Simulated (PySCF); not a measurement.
**Sm²⁶⁺, Eu²⁷⁺, Gd²⁸⁺: ionisation energies with spin-orbit coupling**

Wanted: the ionisation energy of these ions, up a ladder of methods.

Program: PySCF 2.14.0. Level of theory: two-component X2C-1e, generalised determinants. These are calculated values, not measurements, unless marked.

## 1. What is computed

* Elements: samarium (Z = 62), europium (Z = 63), gadolinium (Z = 64)
* Basis: one for each species, given in its step
* Hamiltonian: two-component X2C-1e, Gaussian nucleus, no Breit or QED terms; spin-orbit coupling, run by run: screened by Boettger's factors
* Core shells frozen in the correlated runs: [Ne] (for Sm²⁶⁺)
* State 1: Sm²⁶⁺: [Kr]
* State 2: Eu²⁷⁺: [Kr]
* State 3: Gd²⁸⁺: [Kr]
* Needed too, but not shown: Sm²⁷⁺ [Ar] 3d10 4s2 4p5 (2P), Eu²⁸⁺ [Ar] 3d10 4s2 4p5 (2P), Gd²⁹⁺ [Ar] 3d10 4s2 4p5 (2P)
* Methods: GHF, GMP2

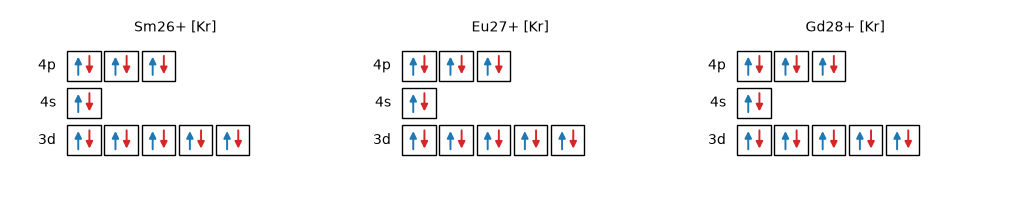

Occupation of the outer shells (arrows by Hund's rule).

All steps ran in one process of a driver on top of PySCF, which takes the settings above as its task.

The integrals over 132 functions and the set-up took 0.74 s of CPU time.

## 2. Sm²⁶⁺

Basis: an even-tempered Gaussian basis (17 s from 2.1 bohr⁻², ratio 2.8; 14 p from 2.7 bohr⁻², ratio 2.8; 9 d from 4.8 bohr⁻², ratio 2.8; 4 f from 15 bohr⁻², ratio 3).

**GHF (screened spin-orbit)**

What it wrote:

```text
cycle= 1 E= -10108.4923842796  delta_E= -1.01e+04  |FDS-SDF|= 0.178
cycle= 2 E= -10108.4971575251  delta_E= -0.00477  |FDS-SDF|= 0.00426
cycle= 3 E= -10108.4971733309  delta_E= -1.58e-05  |FDS-SDF|= 0.000218
cycle= 4 E= -10108.4971733949  delta_E= -6.41e-08  |FDS-SDF|= 3.23e-05
cycle= 5 E= -10108.4971733960  delta_E= -1.1e-09  |FDS-SDF|= 5.39e-07
```

It used 8.3 s of CPU time after the integrals (shared host).

Occupied spinors:

| spinor shell | electrons | mean energy (eV) | weight of the nominal j | rms radius (bohr) |
| --- | --- | --- | --- | --- |
| 1s1/2 | 2 | -47916.4 | 1.000 | 0.0259 |
| 2s1/2 | 2 | -8662.4 | 1.000 | 0.105 |
| 2p1/2 | 2 | -8241.2 | 1.000 | 0.0899 |
| 2p3/2 | 4 | -7633.4 | 1.000 | 0.0961 |
| 3s1/2 | 2 | -2582.6 | 1.000 | 0.269 |
| 3p1/2 | 2 | -2401.9 | 1.000 | 0.260 |
| 3p3/2 | 4 | -2273.2 | 1.000 | 0.272 |
| 3d3/2 | 4 | -1964.4 | 1.000 | 0.244 |
| 3d5/2 | 6 | -1936.7 | 1.000 | 0.248 |
| 4s1/2 | 2 | -1090.9 | 1.000 | 0.570 |
| 4p1/2 | 2 | -1010.5 | 1.000 | 0.579 |
| 4p3/2 | 4 | -973.73 | 1.000 | 0.603 |

M_J = 0, ⟨J²⟩ = 0.000, ⟨L²⟩ = 0.038, ⟨S²⟩ = 0.038.

**GMP2 (screened spin-orbit)**

The driver printed no log here.

It used 3.8 s of CPU time after the integrals (shared host).

With 26 electrons correlated and 90 very high virtual spinors dropped, the MP2 correlation energy is -1.07539 hartree. Largest pairs: 3d3/2-3d5/2 -0.1799, 3d5/2-3d5/2 -0.1275, 4p3/2-4p3/2 -0.0947, 4p1/2-4p3/2 -0.0870, 3d5/2-4p3/2 -0.0653.

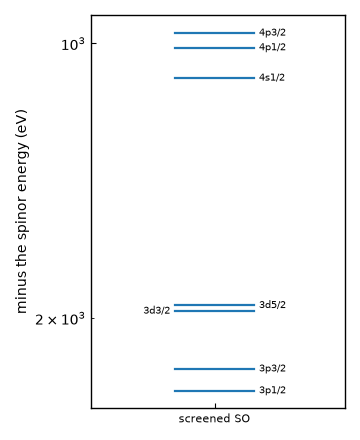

The highest 7 spinor levels of Sm²⁶⁺ on a logarithmic scale.

## 3. Eu²⁷⁺, method by method

Basis: an uncontracted even-tempered set (17 s from 2.3 bohr⁻², ratio 2.8; 14 p from 2.9 bohr⁻², ratio 2.8; 9 d from 5.2 bohr⁻², ratio 2.8; 4 f from 16 bohr⁻², ratio 3).

**GHF (screened spin-orbit)**

What it wrote:

```text
cycle= 1 E= -10492.9677162468  delta_E= -1.05e+04  |FDS-SDF|= 0.188
cycle= 2 E= -10492.9728645465  delta_E= -0.00515  |FDS-SDF|= 0.00443
cycle= 3 E= -10492.9728809113  delta_E= -1.64e-05  |FDS-SDF|= 0.000228
cycle= 4 E= -10492.9728809763  delta_E= -6.5e-08  |FDS-SDF|= 3.24e-05
cycle= 5 E= -10492.9728809774  delta_E= -1.08e-09  |FDS-SDF|= 5.2e-07
```

CPU time 7.9 s on a shared host, the integrals not counted.

Occupied spinors:

| spinor shell | electrons | mean energy (eV) | weight of the nominal j | rms radius (bohr) |
| --- | --- | --- | --- | --- |
| 1s1/2 | 2 | -49670.3 | 1.000 | 0.0254 |
| 2s1/2 | 2 | -9040.7 | 1.000 | 0.103 |
| 2p1/2 | 2 | -8609.4 | 1.000 | 0.0881 |
| 2p3/2 | 4 | -7956.2 | 1.000 | 0.0944 |
| 3s1/2 | 2 | -2720.4 | 1.000 | 0.263 |
| 3p1/2 | 2 | -2534.7 | 1.000 | 0.254 |
| 3p3/2 | 4 | -2395.4 | 1.000 | 0.267 |
| 3d3/2 | 4 | -2079.2 | 1.000 | 0.239 |
| 3d5/2 | 6 | -2049.1 | 1.000 | 0.242 |
| 4s1/2 | 2 | -1157.3 | 1.000 | 0.558 |
| 4p1/2 | 2 | -1075.0 | 1.000 | 0.565 |
| 4p3/2 | 4 | -1034.8 | 1.000 | 0.589 |

M_J = 0, ⟨J²⟩ = 0.000, ⟨L²⟩ = 0.040, ⟨S²⟩ = 0.040.

**GMP2 (screened spin-orbit)**

The driver printed no log here.

It used 3.6 s of CPU time after the integrals (shared host).

With 26 electrons correlated and 90 very high virtual spinors dropped, the MP2 correlation energy is -1.07810 hartree. Largest pairs: 3d3/2-3d5/2 -0.1800, 3d5/2-3d5/2 -0.1276, 4p3/2-4p3/2 -0.0958, 4p1/2-4p3/2 -0.0878, 3d5/2-4p3/2 -0.0656.

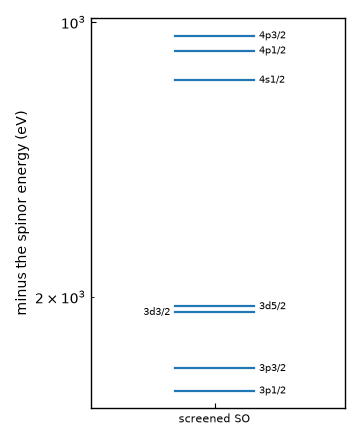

The highest 7 spinor levels of Eu²⁷⁺ on a logarithmic scale.

## 4. Gd²⁸⁺, method by method

Basis: an even-tempered Gaussian basis (17 s from 2.4 bohr⁻², ratio 2.8; 14 p from 3.1 bohr⁻², ratio 2.8; 9 d from 5.6 bohr⁻², ratio 2.8; 4 f from 17 bohr⁻², ratio 3).

**GHF (screened spin-orbit)**

What it wrote:

```text
cycle= 1 E= -10885.6583384602  delta_E= -1.09e+04  |FDS-SDF|= 0.198
cycle= 2 E= -10885.6638838425  delta_E= -0.00555  |FDS-SDF|= 0.00462
cycle= 3 E= -10885.6639007616  delta_E= -1.69e-05  |FDS-SDF|= 0.000239
cycle= 4 E= -10885.6639008276  delta_E= -6.6e-08  |FDS-SDF|= 3.24e-05
cycle= 5 E= -10885.6639008286  delta_E= -1.05e-09  |FDS-SDF|= 5.03e-07
```

It used 7.7 s of CPU time after the integrals (shared host).

Occupied spinors:

| spinor shell | electrons | mean energy (eV) | weight of the nominal j | rms radius (bohr) |
| --- | --- | --- | --- | --- |
| 1s1/2 | 2 | -51461.7 | 1.000 | 0.0249 |
| 2s1/2 | 2 | -9428.8 | 1.000 | 0.101 |
| 2p1/2 | 2 | -8987.2 | 1.000 | 0.0863 |
| 2p3/2 | 4 | -8286.0 | 1.000 | 0.0927 |
| 3s1/2 | 2 | -2861.7 | 1.000 | 0.258 |
| 3p1/2 | 2 | -2671.1 | 1.000 | 0.249 |
| 3p3/2 | 4 | -2520.6 | 1.000 | 0.261 |
| 3d3/2 | 4 | -2197.0 | 1.000 | 0.234 |
| 3d5/2 | 6 | -2164.5 | 1.000 | 0.237 |
| 4s1/2 | 2 | -1226.6 | 1.000 | 0.544 |
| 4p1/2 | 2 | -1141.3 | 1.000 | 0.551 |
| 4p3/2 | 4 | -1097.5 | 1.000 | 0.576 |

M_J = 0, ⟨J²⟩ = 0.000, ⟨L²⟩ = 0.043, ⟨S²⟩ = 0.043.

**GMP2 (screened spin-orbit)**

This step left no log, only its results.

It used 3.3 s of CPU time after the integrals (shared host).

With 26 electrons correlated and 90 very high virtual spinors dropped, the MP2 correlation energy is -1.08074 hartree. Largest pairs: 3d3/2-3d5/2 -0.1801, 3d5/2-3d5/2 -0.1276, 4p3/2-4p3/2 -0.0969, 4p1/2-4p3/2 -0.0886, 3d5/2-4p3/2 -0.0658.

## 5. Differences of total energies

Ionisation energy: Sm²⁶⁺ [Kr] → Sm²⁷⁺ [Ar] 3d10 4s2 4p5 [4p1/2^2 4p3/2^3, M_J = 3/2].

| method | value (eV) | less the reference (eV) |
| --- | --- | --- |
| GHF (screened spin-orbit) | 972.95 | -3.05 |
| GMP2 (screened spin-orbit) | 974.25 | -1.75 |

Reference: 976 ± 4 eV (theoretical estimate listed by NIST; NIST Atomic Spectra Database, ionization energies). For this ion Breit and QED terms and the two-electron picture change, all absent here, are large against electron correlation.

Ionisation energy: Eu²⁷⁺ [Kr] → Eu²⁸⁺ [Ar] 3d10 4s2 4p5 [4p1/2^2 4p3/2^3, M_J = 3/2].

| method | value (eV) | less the reference (eV) |
| --- | --- | --- |
| GHF (screened spin-orbit) | 1034.0 | -3.0 |
| GMP2 (screened spin-orbit) | 1035.3 | -1.7 |

Reference: 1037 ± 4 eV (theoretical estimate listed by NIST; NIST Atomic Spectra Database, ionization energies). For this ion Breit and QED terms and the two-electron picture change, all absent here, are large against electron correlation.

Ionisation energy: Gd²⁸⁺ [Kr] → Gd²⁹⁺ [Ar] 3d10 4s2 4p5 [4p1/2^2 4p3/2^3, M_J = 3/2].

| method | value (eV) | less the reference (eV) |
| --- | --- | --- |
| GHF (screened spin-orbit) | 1096.7 | -3.3 |
| GMP2 (screened spin-orbit) | 1098.0 | -2.0 |

Reference: 1100 ± 4 eV (theoretical estimate listed by NIST; NIST Atomic Spectra Database, ionization energies). For this ion Breit and QED terms and the two-electron picture change, all absent here, are large against electron correlation.

The differences also use runs on Sm²⁷⁺ [Ar] 3d10 4s2 4p5 (2P), Eu²⁸⁺ [Ar] 3d10 4s2 4p5 (2P), Gd²⁹⁺ [Ar] 3d10 4s2 4p5 (2P), which are not shown here.

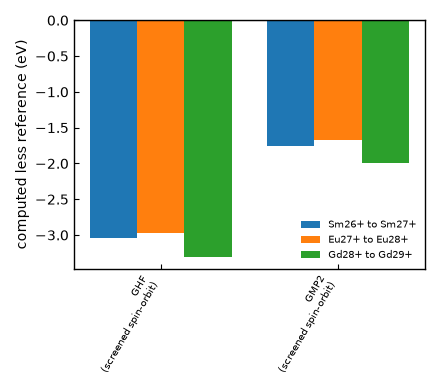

Computed less reference values by method, where the reference is not like for like or is itself uncertain.

## 6. Summary of results

```
                quantity                                                                                       value
ionisation energy, Sm²⁶⁺   GHF (screened spin-orbit) 972.95, GMP2 (screened spin-orbit) 974.25 eV; reference 976 ± 4
ionisation energy, Eu²⁷⁺  GHF (screened spin-orbit) 1034.0, GMP2 (screened spin-orbit) 1035.3 eV; reference 1037 ± 4
ionisation energy, Gd²⁸⁺  GHF (screened spin-orbit) 1096.7, GMP2 (screened spin-orbit) 1098.0 eV; reference 1100 ± 4
```

What this shows: For the first difference the methods span 1.296 eV, from GHF (screened spin-orbit) (972.95) to GMP2 (screened spin-orbit) (974.25). The reference is uncertain or not like for like (spin-orbit coupling or other relativistic terms), so no ranking of close methods is drawn. All values hold for this basis alone; no basis-set limit was taken.
